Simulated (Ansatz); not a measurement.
**InNH3 (SMILES [NH2][InH]): UMP2/def2-SVP (core potential)**

Aim: the vertical doublet–quartet gap of InNH3 at UMP2/def2-SVP (core potential), from 2 runs. 

Program for the calculation: Ansatz 0.2.0.

41 further runs of the same task are left out: 41 set aside as unsound or not needed.

### Step 1. The molecule

InNH3: 5 atoms, total charge 0, spin state doublet. SMILES: `[NH2][InH]`. Geometry: relaxed at PBE0-D4/def2-TZVP. This is one conformer, not always the lowest.

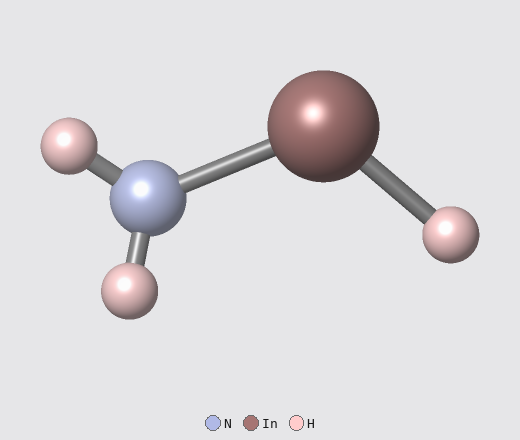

Viewed from a chosen angle; nitrogen light blue, indium brown, hydrogen pink.

### Step 2. A single-point energy at UMP2/def2-SVP (core potential)

input.yaml

```yaml
basis:
  gaussian: {orbitals: def2-SVP}
crystal:
  periodic: [false, false, false]
  atoms:
    - {symbol: "N", position_ang: [-0.299400, -0.736500, 0.264700]}
    - {symbol: In, position_ang: [0.846600, 0.946400, 0.296000]}
    - {symbol: H, position_ang: [-0.846800, -0.960800, -0.554700]}
    - {symbol: H, position_ang: [0.017600, -1.585600, 0.707600]}
    - {symbol: H, position_ang: [0.331900, 2.262600, -0.755100]}
magnetization: {spin_polarized: true, initial_magnetization: 1}
correlation: {method: mp2, frozen_orbitals: {H: 0, In: 4, "N": 1}}
accuracy: high
```

The run is started by

```console
$ ansatz run input.yaml --threads 1 --pin off --max-ram 3480MiB --events-out events.jsonl --progress --plain --runs-dir runs
```

The program printed:

```text
Warning: RAYON_NUM_THREADS=1 ignored (pool sized by the plan → 1); use --threads N
Functional definition: HF
  name "HF"
  exchange = exact_x
  correlation = 0
1332 factors; integrals over basis functions are off by at most 2.7e-9 eV
mean field evaluation 1: about -6672.3403 eV, gradient 2.5e1 eV
mean field evaluation 2: about -6672.3530 eV, gradient 2.5e1 eV
mean field evaluation 4: about -6675.5265 eV, gradient 2.1e0 eV
mean field evaluation 8: about -6675.6223 eV, gradient 1.8e-1 eV
mean field evaluation 16: about -6674.5894 eV, gradient 4.7e0 eV
mean field -6675.62366745 eV, -245.3246448785 hartree, gradient 7.7e-8 eV, S^2 0.759423; 1 other end points of the search recorded, 0 dependent functions left out
5 core orbitals not correlated: weight in the atoms' cores, before any rotation towards them, 1.000 or more for the frozen orbitals, at most 0.000 for the correlated occupied ones
reference -6675.62366745 eV, -245.3246448785 hartree; 11, 10 occupied and 39, 40 virtual orbitals, 1332 factors
second order -6.86079555 eV of doubles, -0.00000000 eV of singles
Total energy: -6682.48446299 eV, -245.5767744643 hartree
```

Run time: 1.5 s. Hardware: 1 thread of Arm Neoverse V1, shared host; peak memory 0.14 GiB.

### Step 3. The quartet, same level

run.yaml

```yaml
crystal:
  periodic: [false, false, false]
  atoms:
    - {symbol: N, position_ang: [-0.299400, -0.736500, 0.264700]}
    - {symbol: In, position_ang: [0.846600, 0.946400, 0.296000]}
    - {symbol: H, position_ang: [-0.846800, -0.960800, -0.554700]}
    - {symbol: H, position_ang: [0.017600, -1.585600, 0.707600]}
    - {symbol: H, position_ang: [0.331900, 2.262600, -0.755100]}
basis:
  gaussian: {orbitals: def2-SVP}
magnetization: {spin_polarized: true, initial_magnetization: 3}
correlation: {method: mp2, frozen_orbitals: {H: 0, In: 4, "N": 1}}
accuracy: high
```

The run is started by

```console
$ ansatz run run.yaml --threads 1 --pin off --max-ram 3480MiB --events-out events.jsonl --progress --plain --runs-dir runs
```

The program printed:

```text
Warning: RAYON_NUM_THREADS=1 ignored (pool sized by the plan → 1); use --threads N
[... 4 set-up lines as earlier in the session ...]
1331 factors; integrals over basis functions are off by at most 2.7e-9 eV
mean field evaluation 1: about -6671.3731 eV, gradient 1.1e1 eV
mean field evaluation 2: about -6671.3881 eV, gradient 1.1e1 eV
mean field evaluation 4: about -6672.7216 eV, gradient 1.5e0 eV
mean field evaluation 8: about -6672.8037 eV, gradient 1.2e-1 eV
mean field evaluation 16: about -6672.8035 eV, gradient 2.3e-8 eV
mean field -6672.80350431 eV, -245.2210057949 hartree, gradient 2.2e-8 eV, S^2 3.763092; 0 other end points of the search recorded, 0 dependent functions left out
5 core orbitals not correlated: weight in the atoms' cores, before any rotation towards them, 1.000 or more for the frozen orbitals, at most 0.000 for the correlated occupied ones
reference -6672.80350431 eV, -245.2210057949 hartree; 12, 9 occupied and 38, 41 virtual orbitals, 1331 factors
second order -5.66743526 eV of doubles, -0.00000000 eV of singles
Total energy: -6678.47093957 eV, -245.4292801990 hartree
```

It took 1.6 s on 1 thread of Arm Neoverse V1, shared host; peak memory 0.14 GiB.

### Step 4. Results

Level: UMP2/def2-SVP (core potential), 5 core orbitals frozen.

```
                                            quantity          value
                               doublet: total energy  -245.57677 Eh
doublet: correlation energy (5 core orbitals frozen)     -252.1 mEh
          doublet: ⟨S²⟩ of the reference determinant          0.759
                               quartet: total energy  -245.42928 Eh
quartet: correlation energy (5 core orbitals frozen)     -208.3 mEh
          quartet: ⟨S²⟩ of the reference determinant          3.763
    vertical energy of the quartet above the doublet       4.014 eV
```

**Reading.** At this shape the quartet lies 4.01 eV (93 kcal/mol) above the doublet.
